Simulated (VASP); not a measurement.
Band structure of TiC (rock salt). All values below come from optB88-vdW, VASP's PBE PAW potentials (set 64) (plane waves; VASP).

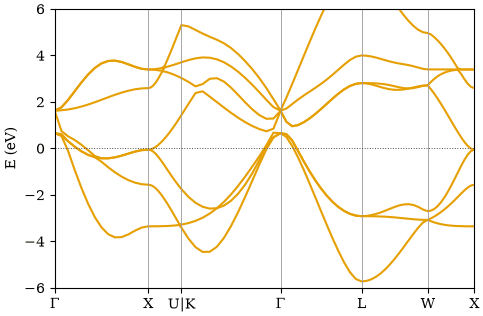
*Bands along high-symmetry lines, zero at the valence-band maximum or, without a gap, the Fermi level*

Task: Read the plot: is there a gap, and where are the band edges?

Result: It has no gap at this level: it comes out as a metal or semimetal. (Edges off the drawn lines would not show.)

The compound is TiC in the rock salt structure. It was relaxed first.
